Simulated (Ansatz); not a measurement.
Pulling on the Ga1–Cl2 bond in GaCl (multiplicity 1 held). Energies count from the point at 2.239 Å.


Restricted levels (R-, RO-) in cc, def2 and unpolarised 6-31G sets keep to the state of the molecule at rest. U- levels take the lowest unrestricted solution at each point, which mixes spins at long bonds. Active spaces are followed from rest. Levels need not reach the same state.

Frozen-core correlation. Filled d and f shells under p-block atoms count as core.

Codes used: Ansatz (Gaussian orbitals). Values without a source in brackets are computed.

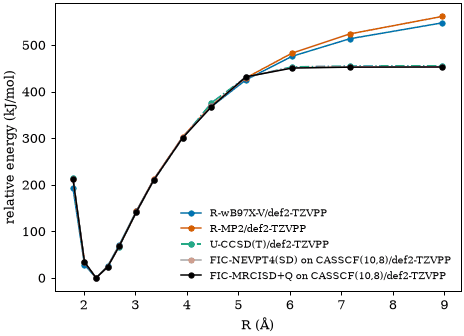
Relative energy along the coordinate

Doubts at one or more of the structures used: a restricted determinant that unrestricted orbitals would lower (R-wB97X-V/def2-TZVPP, R-MP2/def2-TZVPP); a spin-contaminated determinant (U-CCSD(T)/def2-TZVPP); T1 above 0.05 (U-CCSD(T)/def2-TZVPP); the program's own flag: other amplitudes (U-CCSD(T)/def2-TZVPP).

Ansatz is a program for electronic structure.
